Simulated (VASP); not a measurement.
Given:

```yaml
crystal:
  lattice:
    - [0.00000, 2.24878, 2.24878]
    - [2.24878, 0.00000, 2.24878]
    - [2.24878, 2.24878, 0.00000]
  atoms:
    - { symbol: Ta, position: [0.00000, 0.00000, 0.00000] }
    - { symbol: C, position: [0.50000, 0.50000, 0.50000] }
```

Calculation: RPBE GGA, VASP's PBE PAW potentials (set 64) (plane waves; VASP). Numerical set-up: 520 eV cut-off, 16×16×16 Γ-centred mesh, tetrahedra with Blöchl corrections, potentials Ta_pv C.

Unless said otherwise, spin-orbit coupling is left out, though it shifts the bands of the heavy elements here.

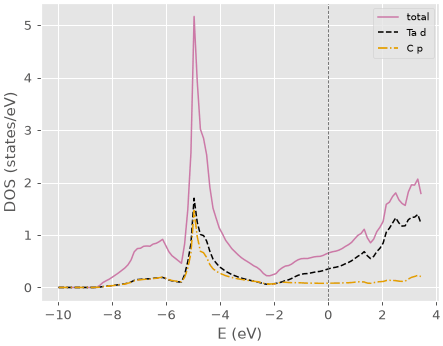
Figure. Total and projected density of states, zero at the Fermi level

Within 2 eV below the Fermi level the largest weight inside VASP's projection spheres is Ta d, then C p.

It has no gap at this level: it comes out as a metal or semimetal.

The compound is TaC in the rock salt structure. It was relaxed first. The electron count is odd and the run is not spin-polarised, which forces a metal.
